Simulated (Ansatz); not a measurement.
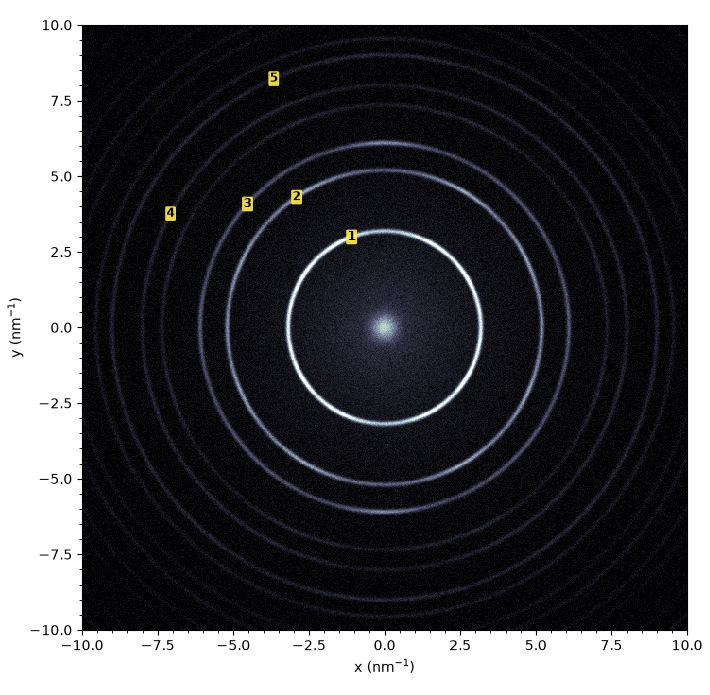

Simulated electron diffraction rings at 300 kV (λ = 0.0197 Å), scale in nm⁻¹ (radius = 1/d), for a sample with fibre texture (March–Dollase model, fibre axis vertical in the picture). Kinematic intensities with B = 1.0 Å² for all atoms, without multiple scattering; brightness goes as intensity to the power 0.6, clipped at the top, with counting noise. Reflections closer than the ring width show as one ring.

The sample is Si, space group Fd-3m, a = 5.441 Å, b = 5.441 Å, c = 5.441 Å, α = 90.00°, β = 90.00°, γ = 90.00°. Basis of the simulation: the input geometry of an electronic-structure calculation (not necessarily at equilibrium).

Give radius, d-spacing and indices of the numbered rings.

```tsv
ring	radius	d (Å)	hkl
1	3.18 nm⁻¹	3.14	111
2	5.20 nm⁻¹	1.924	220
3	6.10 nm⁻¹	1.640	311
4	8.01 nm⁻¹	1.248	331
5	9.00 nm⁻¹	1.111	422
```

Which lattice planes lie preferentially normal to the fibre axis?

The (3 1 1) planes: ring 3 is concentrated at the top and bottom of the pattern (March parameter 0.35).
